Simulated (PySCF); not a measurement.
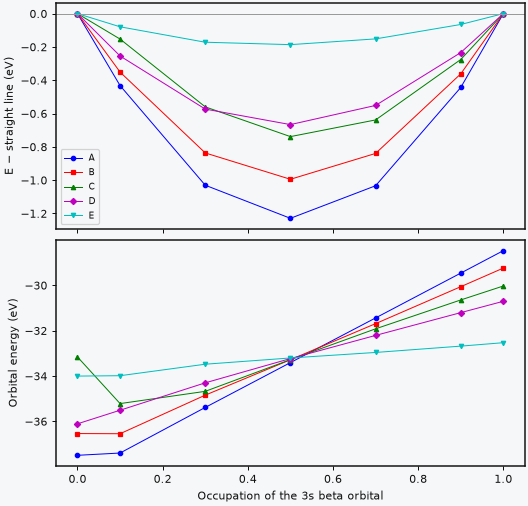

One 3s beta orbital of Si²⁺ ([Ne] 3s²) is emptied in steps. The plot gives the energy less the straight line between the integer ends; the lower panel gives the orbital energy. PySCF, aug-pcseg-2, non-relativistic, unrestricted single determinants, no spin-orbit coupling. The curves are BHandHLYP, HSE06, LC-wPBE, MN15 and PBE in some order.

Which curve is which method, and what does its shape mean?

A is PBE: convex (delocalisation error), largest departure −1.2 eV, removal energy 33.40 eV, orbital energy from −28.5 eV when full to −37.5 eV when empty; B is HSE06: convex (delocalisation error), largest departure −0.99 eV, removal energy 33.27 eV, orbital energy from −29.2 eV when full to −36.5 eV when empty; C is MN15: S-shaped, concave at low filling and convex at high, largest departure −0.74 eV, removal energy 33.09 eV, orbital energy from −30.0 eV when full to −33.2 eV when empty; D is BHandHLYP: convex (delocalisation error), largest departure −0.67 eV, removal energy 33.29 eV, orbital energy from −30.7 eV when full to −36.1 eV when empty; E is LC-wPBE: convex (delocalisation error), largest departure −0.19 eV, removal energy 33.26 eV, orbital energy from −32.5 eV when full to −34.0 eV when empty. The measured removal energy is 33.49 eV. The exact energy is a straight line between whole electron numbers.
